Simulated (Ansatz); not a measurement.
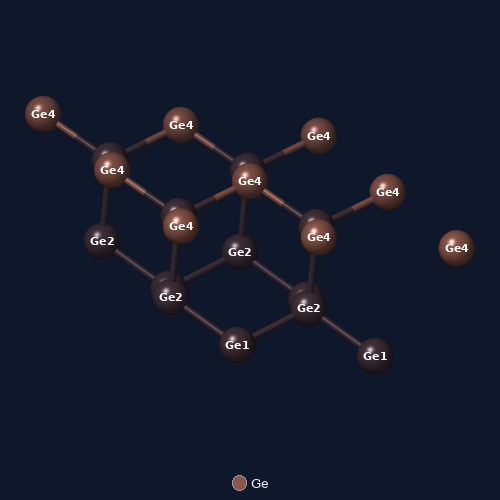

The system is Cu on a Ge(111) slab cut from the Fd-3m phase, its upper half relaxed before the scan (4 atoms of substrate and one adsorbate in a 1 × 1 cell); the picture shows it without the atoms that are moved over the map. 
- Cu is moved over the surface cell at a fixed height above a rigid substrate; the origin of the map has the adsorbate above Ge4; the height is held at 3.30 Å.
- Places are given modulo a cell vector. The map is drawn in real space over the plane of the surface.
- Grid: 9 × 9 points; 19 points were computed and 62 follow by symmetry.
- All energies are given in meV relative to the lowest grid point.
- The runs have no spin polarisation, so an open-shell adsorbate far from the surface lies too high. With one adsorbate in each 1 × 1 cell, its nearest image is 4.0 Å away, so neighbouring adsorbates interact. At a fixed height the lowest place need not be the adsorption site.
- The calculation used DFT PBE+D3(BJ), scalar-relativistic, plane waves, PAW in Ansatz 0.2.0. Settings: cutoff 420 eV, k-mesh 9×9×1, gaussian smearing 0.1 eV, no spin polarisation.

Range: position of Cu5 along the first surface vector from 0.000 to 0.889; position of Cu5 along the second surface vector from 0.000 to 0.889.

Q: What landscape does the calculation give?

A: The lowest grid point is at the top site over a surface Ge atom, (0/9, 0/9) of the cell vectors. No other kind of well shows on this grid. The highest grid point, a threefold hollow over a second-layer Ge atom, (3/9, 6/9) of the cell vectors, lies 245 meV above the lowest. On the interpolated surface the easiest way out of the lowest well to its copy in the next cell or period passes a barrier of about 220 meV.

```
second ↓, first →  0/9  1/9  2/9  3/9  4/9  5/9  6/9  7/9  8/9
              8/9   24   67  135  198  225  198  135   67   24
              7/9   86  135  193  232  232  193  135   86   67
              6/9  161  198  232  245  232  198  161  136  136
              5/9  212  225  232  232  225  212  199  194  199
              4/9  212  198  193  198  212  225  232  232  225
              3/9  161  135  135  161  199  232  245  232  199
              2/9   86   67   86  136  194  232  232  194  136
              1/9   24   24   67  136  199  225  199  136   67
              0/9    0   24   86  161  212  212  161   86   24
```

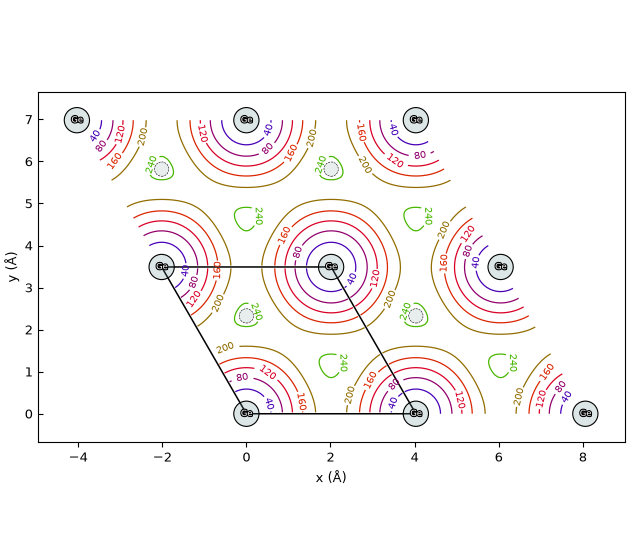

Drawn: contour lines labelled in meV, labelled circles for the atoms of the top layer and small ones for the second layer, the outline of one cell of the 2 × 2 shown. Between grid points the surface is interpolated.

Each point was launched as `ansatz run input.yaml --threads 1 --pin off --max-ram 3072MiB --backend cpu --events-out ev --progress --plain --runs-dir out`. The whole map (19 points run) took 15 min on 1 thread of Arm Neoverse V1, on a shared host.

PAW datasets: the set soft_1.
